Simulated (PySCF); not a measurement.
Input file:

```
{"job": {"kind": "uv", "xc": "wB97X-D", "basis": "def2-SVPD", "nstates": 8, "ntriplets": 3}, "charge": -1, "multiplicity": 1}
C      3.576653     0.713190     0.207401
C      2.278888     0.132639     0.531145
C      1.189509    -0.340967     0.748341
Si    -0.377647    -1.059849     1.490303
Cl     0.048329    -3.236524     0.860360
C     -1.555517    -0.606704     0.054278
C     -2.942743    -0.161275     0.400248
C     -1.929374     0.839134    -0.059486
H      4.115887     0.076853    -0.499367
H      4.185245     0.819642     1.110377
H      3.450668     1.702030    -0.243158
H     -1.470399    -1.140191    -0.892105
H     -3.766393    -0.395958    -0.265999
H     -3.231640    -0.145628     1.444043
H     -1.520690     1.522508     0.674725
H     -2.058375     1.290044    -1.037551
```

Launched as:

```sh
OMP_NUM_THREADS=1 python probes_run.py task.json out
```

Geometry: GFN2-xTB.

Method: PySCF, wB97X-D/def2-SVPD, SCF density, gas phase.

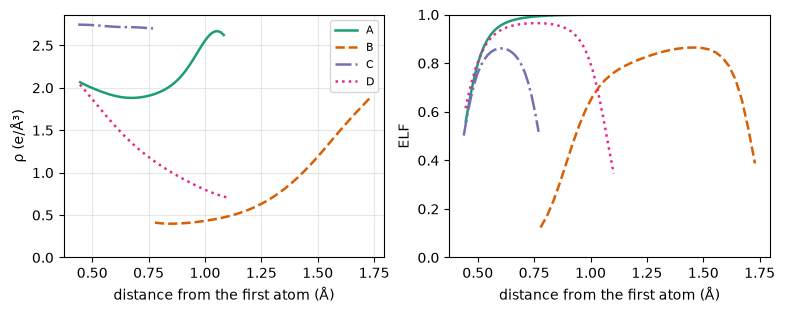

C6H8ClSi (SMILES CC#C[Si-](Cl)C1CC1) (charge −1). Electron density and ELF along straight lines between neighbouring atoms. The curves leave out the atomic cores.

Q: Which curve belongs to which contact (C–C, C–H, C–Si and Si–Cl)? The first atom named is at distance zero.

A: Curve A: C–H (1.08 Å): ρ is about 2 e/Å³ halfway; the ELF climbs to about 1 towards the hydrogen, as it does in any bond to H; an ordinary covalent bond to hydrogen. Curve B: Si–Cl (2.31 Å): ρ is about 0.52 e/Å³ halfway, with its minimum of 0.4 e/Å³ about 0.8 Å from Si; the ELF peaks at about 0.85 between the atoms, as expected for a shared but strongly polarised pair. Curve C: C–C (1.21 Å): ρ is about 2.7 e/Å³ halfway; the ELF peaks at about 0.85 between the atoms (a short, multiple covalent bond). Curve D: C–Si (1.88 Å): the density is about 0.88 e/Å³ at the midpoint; the ELF peaks at about 0.95 between the atoms; a shared electron pair.
